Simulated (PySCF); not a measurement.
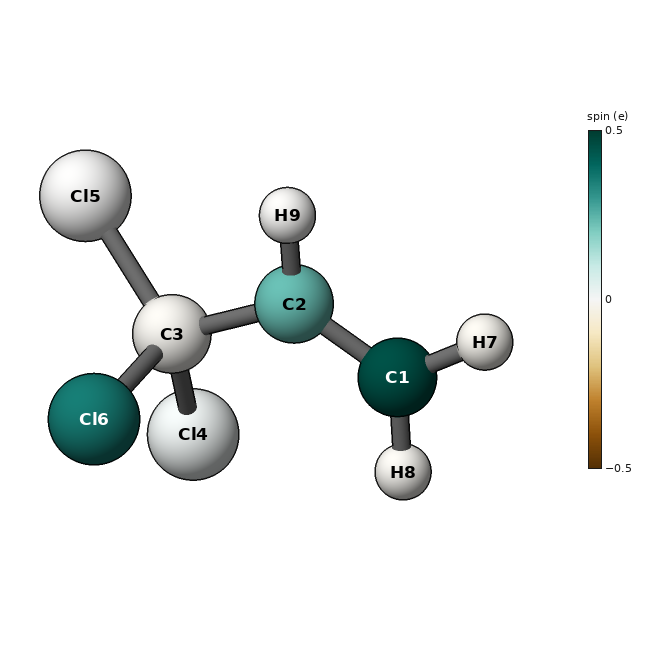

Atoms are coloured by their Mulliken spin populations. State: charge +1, doublet. The computed structure is the end point of a GFN2-xTB optimisation. No frequency run is at hand to confirm it as a minimum. Method: UKS B3LYP, pcH-1 on C Cl H, non-relativistic (PySCF 2.14.0).

List the Mulliken spin populations.

```csv
atom,value (e)
C1,0.45
C2,0.23
C3,−0.01
Cl4,0.01
Cl5,0.00
Cl6,0.36
H7,−0.02
H8,−0.02
H9,−0.01
```

The run warned: orbitally degenerate or nearly so: second-order g, spin-orbit hyperfine and D do not apply.

Mulliken values depend strongly on the basis set.
